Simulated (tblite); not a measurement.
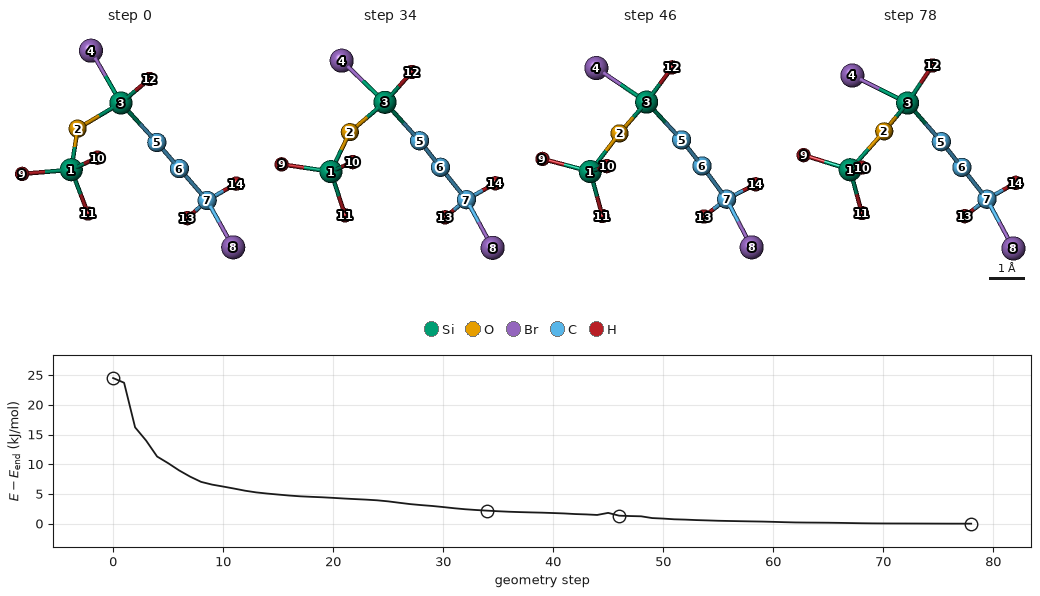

Frames of a relaxation of C₃H₆Br₂OSi₂, marked on the history of the run. The picture is a ball-and-stick view, seen from a free direction.

All numbers below come from tblite, GFN2-xTB geometry optimisation, gas phase. 

### What happens along the run?

The largest move after the best rigid fit is that of O2, 0.94 Å. By element the largest moves are O 0.94 Å, Br 0.93 Å, H 0.81 Å, Si 0.23 Å, C 0.15 Å. Some distances before and after: O2–Si3 1.666 → 1.604 Å, Si3–H12 1.490 → 1.447 Å, Si1–H10 1.494 → 1.457 Å, C7–Br8 1.946 → 1.980 Å. Among the angles between lasting bonds that change: Si1–O2–Si3 136.9° → 155.1°, O2–Si1–H10 109.1° → 102.0°, C5–Si3–H12 110.3° → 115.8°. Groups turn about O2–Si3 by about 125°, Si1–O2 by about 120°. After 78 geometry steps the energy has fallen by 24.5 kJ/mol. From step 0 to 34: Br and H atoms move most (0.42 Å), energy −22.3 kJ/mol. From step 34 to 46: O2 moves most (0.35 Å), energy −0.85 kJ/mol. From step 46 to 78: Br4 moves most (0.26 Å), energy −1.35 kJ/mol.
